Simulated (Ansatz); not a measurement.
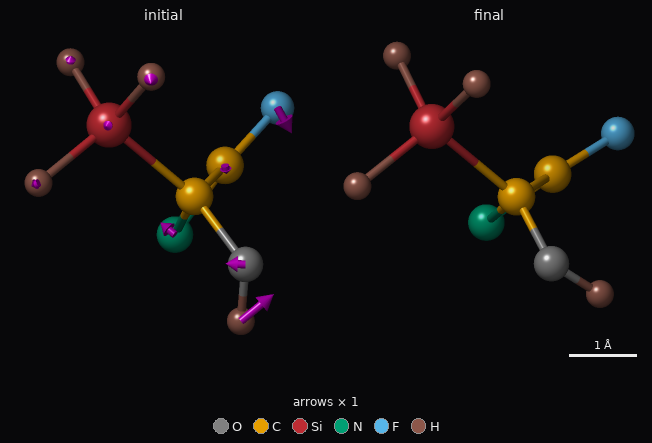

The structure of C$_{2}$H$_{4}$FNOSi (coarse preliminary run) before (left) and after (right) a relaxation, at one scale. The purple arrows give the displacements, at their true length.

The picture is a ball-and-stick view, seen from a free direction.

The start comes from a force field.

These are results of RKS PBE-D4/def2-SVP (Ansatz 0.2.0), not measurements.

The input:
```yaml
crystal:
  periodic: [false, false, false]
  atoms:
    - {symbol: O, position_ang: [1.380100, 0.330700, 1.227100]}
    - {symbol: C, position_ang: [0.346500, 0.279900, 0.171500]}
    - {symbol: Si, position_ang: [-0.701600, -1.243000, -0.076400]}
    - {symbol: N, position_ang: [0.884000, 1.105900, -1.127400]}
    - {symbol: C, position_ang: [-0.144000, 1.450200, -0.400500]}
    - {symbol: F, position_ang: [-1.017200, 2.439400, -0.304300]}
    - {symbol: H, position_ang: [2.218200, 0.615300, 0.823600]}
    - {symbol: H, position_ang: [-1.398400, -1.546800, 1.163100]}
    - {symbol: H, position_ang: [-1.661200, -1.058000, -1.111000]}
    - {symbol: H, position_ang: [0.176600, -2.424900, -0.362700]}
basis:
  gaussian: {orbitals: def2-SVP}
hamiltonian: {xc: pbe, dispersion: d4}
relax: {f_tol: 0.03, max_steps: 200}
```

Run as
```bash
ansatz run in.yaml --threads 4 --pin off --events-out ev --progress --plain --max-ram 10444MiB
```

Q: What changed between the two?

A: The largest move after the best rigid fit is that of H7, 0.64 Å. By element the largest moves are H 0.64 Å, F 0.45 Å, O 0.30 Å, N 0.30 Å, C 0.15 Å, Si 0.11 Å. Among the contacts that change: O1–C2 1.478 → 1.375 Å, Si3–H9 1.423 → 1.500 Å, Si3–H8 1.454 → 1.502 Å, N4–C5 1.305 → 1.257 Å. Among the angles between lasting bonds that change: O1–C2–Si3 121.1° → 111.4°, Si3–C2–C5 115.7° → 125.0°, O1–C2–N4 108.7° → 117.9°. Groups turn about O1–C2 by about 65°. After 12 accepted moves (14 points after the start) the energy has fallen by 15.2 kcal/mol. Largest force component: 2.9 eV/Å at the start, 0.027 eV/Å at the end. The line search rejected the trial steps at points 6, 12 of the run.
